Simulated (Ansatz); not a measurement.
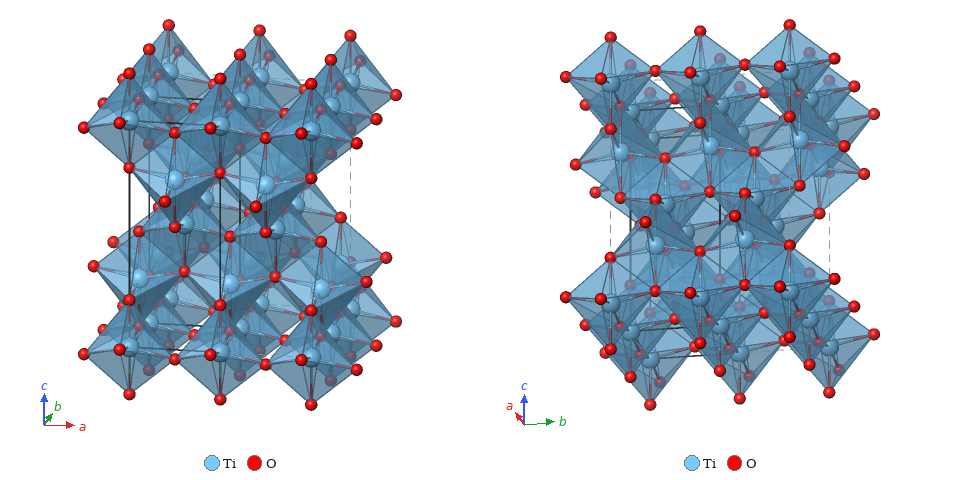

Polyhedra are drawn about Ti (bonds: O–Ti below 2.2 Å); other atoms are plain spheres. Two views of the same piece.

TiO2 (space group I4_1/amd, No. 141). Coordinates: the input geometry of an electronic-structure calculation (not necessarily at equilibrium).

What figure surrounds each Ti atom, and what does it share with the other drawn polyhedra?

Ti: TiO6 octahedron, sharing edges with four neighbours and corners with four neighbours.

How do these polyhedra hang together as a whole?

They form a three-dimensional framework of corner- and edge-sharing octahedra.
